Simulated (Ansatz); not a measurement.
Base system: NaI in the rock salt structure (space group Fm-3m, No. 225; a = 6.528 Å).

Perturbation: every lattice vector is shortened by 1.00 %, atoms relaxed at fixed cell.

Method: Kohn–Sham DFT with the PBE functional, run in Ansatz (a program for electronic structure) with PAW and 420 eV plane waves, no spin-orbit coupling.

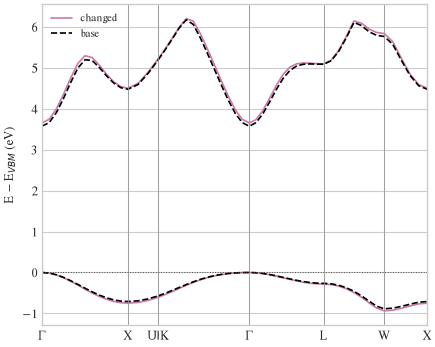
*Highest valence and lowest conduction band along the path, each from its own valence-band maximum*

The gap is 3.66 eV, direct at Γ; the base has 3.58 eV.

With I present, leaving out spin-orbit coupling can change the band edges. The cells carry an imposed strain or load. Whether these cells are dynamically stable was not tested.
